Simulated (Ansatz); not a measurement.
# FH₄NPSi (SMILES F[SiH2]N[PH]) (doublet): what the fields show

Input

```
crystal:
  periodic: [false, false, false]
  atoms:
    - symbol: F
      position_ang: [-2.421106, 0.526051, 1.565917]
    - symbol: N
      position_ang: [-0.384004, -0.736092, 0.135648]
    - symbol: P
      position_ang: [0.268911, -2.238954, 0.706275]
    - symbol: Si
      position_ang: [-2.017435, -0.152214, 0.156365]
    - symbol: H
      position_ang: [-2.910592, -1.311404, -0.051942]
    - symbol: H
      position_ang: [-2.129442, 0.898428, -0.882876]
    - symbol: H
      position_ang: [0.337929, -0.076829, -0.142439]
    - symbol: H
      position_ang: [-1.008217, -2.822305, 0.977798]
basis:
  gaussian: {orbitals: def2-TZVPD}
output: {forces: true, orbitals: {seedname: orbitals}}
hamiltonian: {xc: pbe0}
magnetization: {spin_polarized: true, initial_magnetization: 1}
```

Launched as:

```sh
ansatz run input.yaml --threads 1 --pin off --max-ram 2610MiB --events-out events.jsonl --progress --plain --runs-dir runs
```

Geometry: B3LYP/6-31G*.

Level of theory: isolated molecule in a Gaussian basis; Kohn-Sham density functional theory, functional PBE0 in Ansatz 0.2.0.

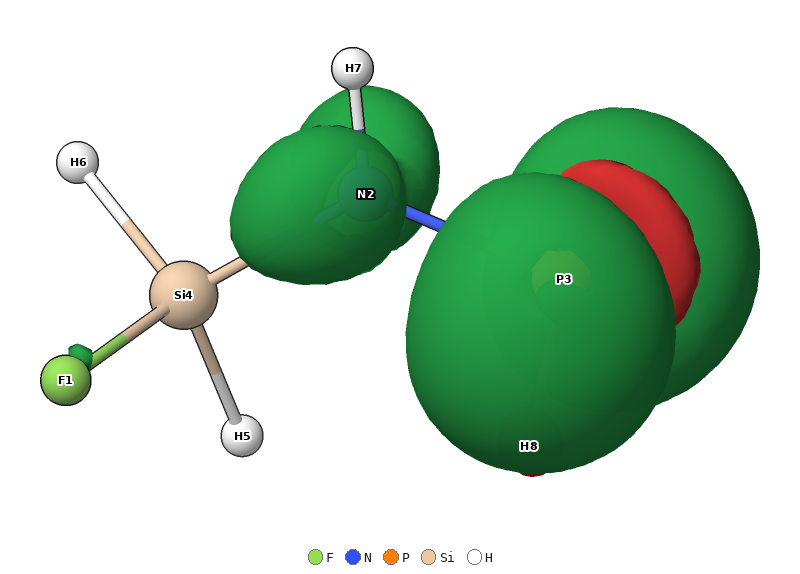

Figure 1. Isosurfaces of the spin density (α minus β) at +0.02 (green) and −0.02 e/Å³ (red), seen at a tilt.

**Where is the unpaired spin?**

The unpaired spin (1 electron) lies mostly on P3 (about 0.8) and N2 (about 0.1), in electrons by Hirshfeld's partition.

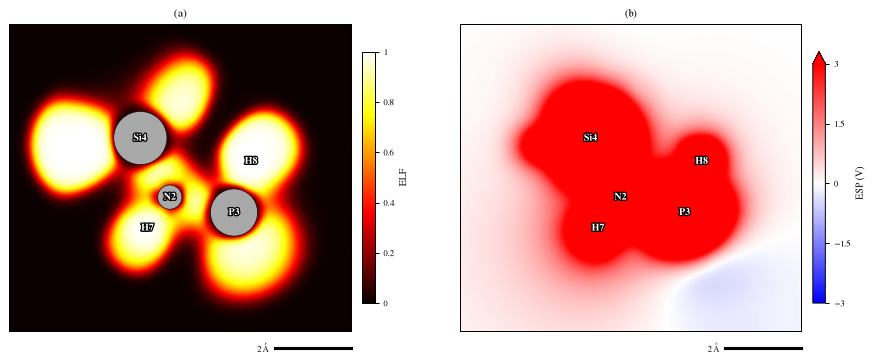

Figure 2. (a) ELF; (b) molecular electrostatic potential on the plane of atoms P3, N2 and Si4. Grey discs cover the atomic cores in the ELF map.

**Interpret the plot.**

The section cuts through N, P, Si and H sites. Si–N (1.73 Å): the ELF peaks at about 0.90 between the atoms, as expected for a polar covalent bond. P–N (1.74 Å): the ELF peaks at about 0.90 between the atoms; a polar covalent bond. N–H (1.02 Å): the ELF climbs to about 1 towards the hydrogen, as it does in any bond to H: a covalent bond by its length. P–H (1.43 Å): the ELF climbs to about 1 towards the hydrogen. The ELF also peaks beside P3, away from the bonds: non-bonding electrons, paired or unpaired. Outside the dense part of the molecule the potential is most negative (−0.4 V) near P3.

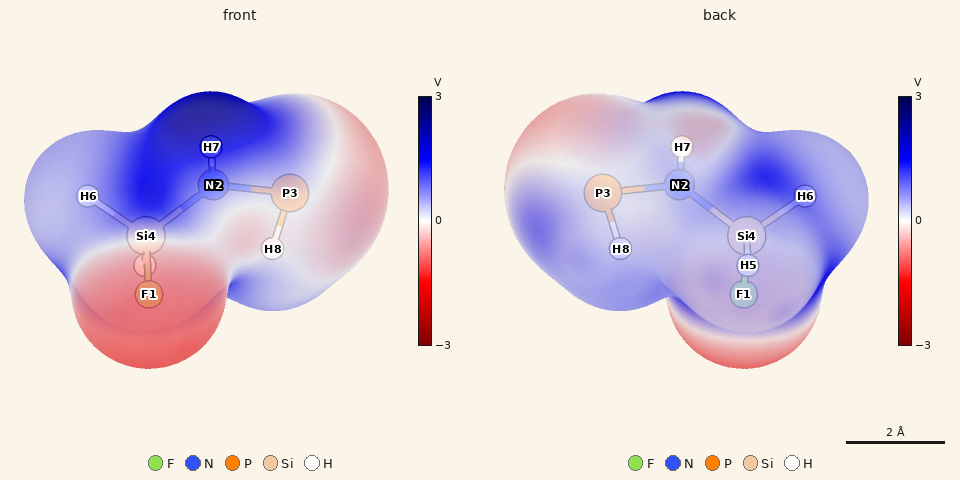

Figure 3. The electrostatic potential painted on the density surface at 0.002 e/bohr³, seen from the front and from behind; the colour scale runs from red (negative) to blue (positive).

**Describe the electrostatic potential map.**

The most negative region (about −1.0 V, or −23 kcal/mol for a unit charge) lies over F1, the most positive (about +2.3 V, or +53 kcal/mol for a unit charge) over H7.

**How polar is the molecule by this calculation?**

Its dipole moment is 1.46 D.
